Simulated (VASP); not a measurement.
Data:

```
InPd
1.0
    3.34388     0.00000     0.00000
    0.00000     3.34388     0.00000
    0.00000     0.00000     3.34388
In Pd
1 1
Direct
  0.50000   0.50000   0.50000
  0.00000   0.00000   0.00000
```

Computed with RPBE GGA, VASP's PBE PAW potentials (set 64) (plane waves; VASP 6.6.1). Settings: 520 eV cut-off, 12×12×12 Γ-centred mesh, tetrahedra with Blöchl corrections, potentials In_d Pd.

Unless said otherwise, spin-orbit coupling is left out, though it shifts the bands of the heavy elements here.

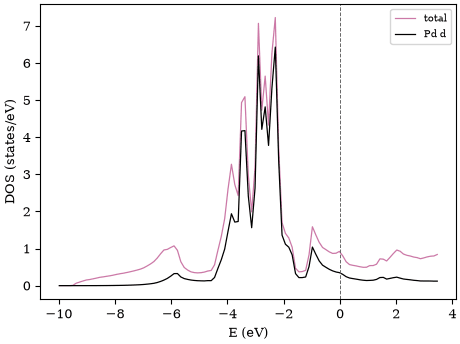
*Total and projected density of states, zero at the Fermi level*

Within 2 eV below the Fermi level the largest weight inside VASP's projection spheres is Pd d.

It has no gap at this level: it comes out as a metal or semimetal.

The compound is PdIn in the CsCl type structure. It was relaxed first, which changed the volume by +9 %. The electron count is odd and the run is not spin-polarised, which forces a metal.
